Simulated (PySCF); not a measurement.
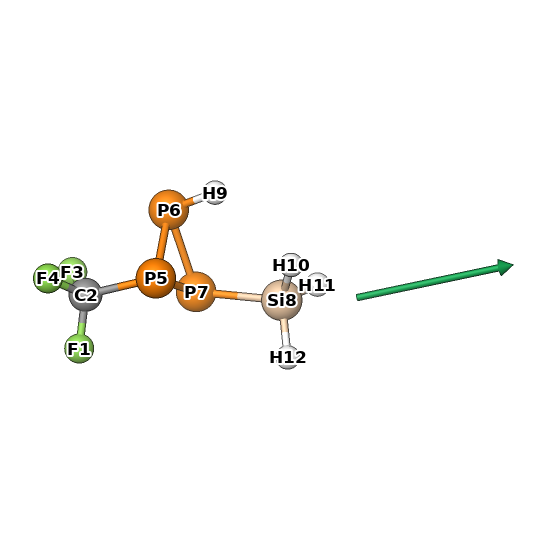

The arrow beside the molecule shows the direction of the dipole moment, from the negative to the positive end (its length means nothing). The computed structure is the end point of a GFN2-xTB optimisation. No frequency run is at hand to confirm it as a minimum. Level of theory: PBE0/pcSseg-1, gas phase (PySCF 2.14.0).

Question: How large is the dipole moment?

Answer: 3.30 D; it points from the side of F4 to the side of H10, H11 (the outermost atoms at the two ends).

The geometry is semi-empirical. Around P, Si such bond lengths and angles can be off by a tenth of an ångström or more and by several degrees, and values that hang on the shape move with them.
